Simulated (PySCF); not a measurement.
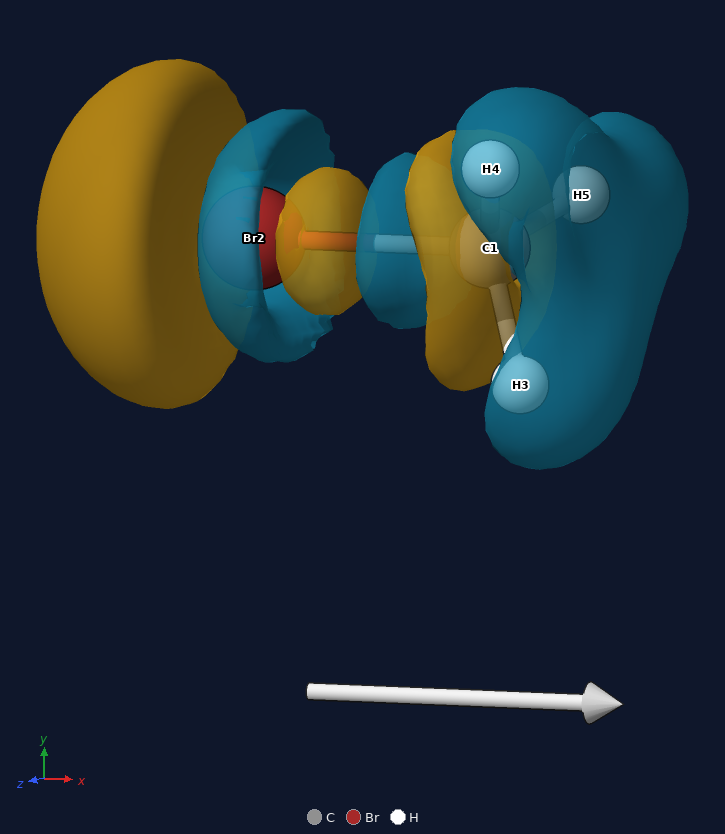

CH$_{3}$Br, SMILES `CBr`. Change of the electron density in a uniform field of 0.51 V/Å along +x (arrow), surfaces at ±0.004 e/Å³ (yellow: gain, teal: loss).

Method: PBE0/def2-TZVP; geometry: GFN2-xTB; program: PySCF. No frequency check shows the geometry to be a minimum. A basis without diffuse functions makes polarisabilities too small. GFN2-xTB bond lengths at metals and heavier atoms can be off by up to 0.1 Å and shapes distorted, which carries into these values.

Geometry (Å), atoms numbered from 1:

```
C1       1.5183   -0.0000    0.0000
Br2     -0.4193    0.0000    0.0000
H3       1.8548   -1.0114    0.2035
H4       1.8548    0.6821    0.7740
H5       1.8548    0.3294   -0.9776
```

The field was applied in both directions; the picture shows the one opposite to the script's first.

### How large is the response?

The induced dipole is 1.05 D (along the field); α along this axis, from the fields in both directions, is 41 bohr³ (6.1 Å³).
